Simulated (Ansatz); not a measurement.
```xyz
10

In   -0.4241   -0.7266   -0.0036
C     1.7511   -0.7121    0.0005
H     2.1176   -0.2512    0.9326
H     2.1278   -0.1001   -0.8352
H     2.1748   -1.7238   -0.0811
C    -1.4806    1.1749    0.0043
H    -1.2876    1.7087   -0.9409
H    -1.1092    1.8143    0.8214
H    -2.5671    1.0468    0.1180
H    -1.3028   -2.2308   -0.0161
```

Geometry: r2SCAN-D4/def2-SVP; core potentials replace the inner electrons of In.

These are results of Ansatz, RKS PBE0-D4/def2-TZVP, not measurements.

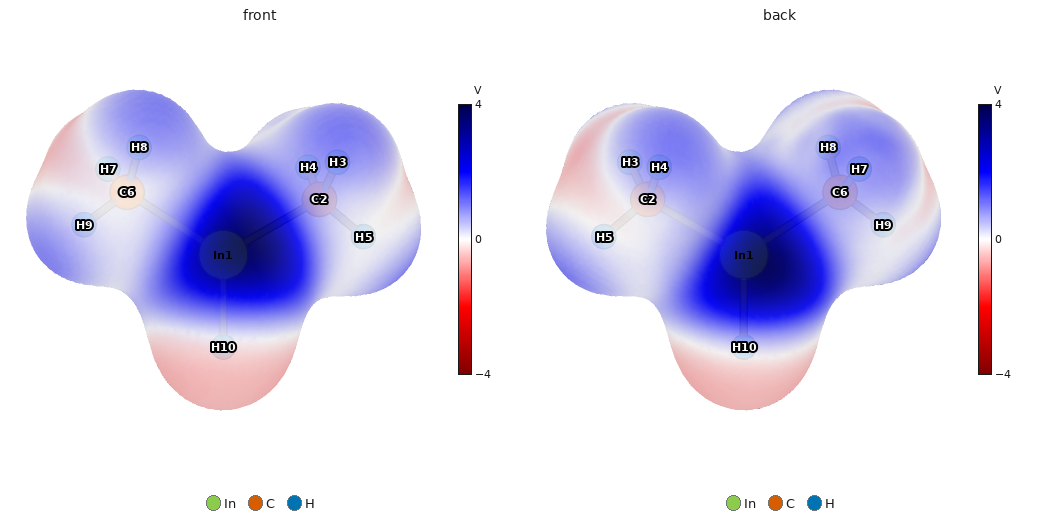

C2H7In (InMe2H). The molecular electrostatic potential painted on the density surface at 0.004 e/bohr³, seen from the front and from behind; red is negative and blue positive.

Question: Which sites attract a positive test charge, and which a negative one?

Answer: A positive charge is drawn to the negative regions and a negative charge to the positive ones. The most negative region (about −0.5 V) lies over C2 and H10, the most positive (about +3.8 V) over In1.
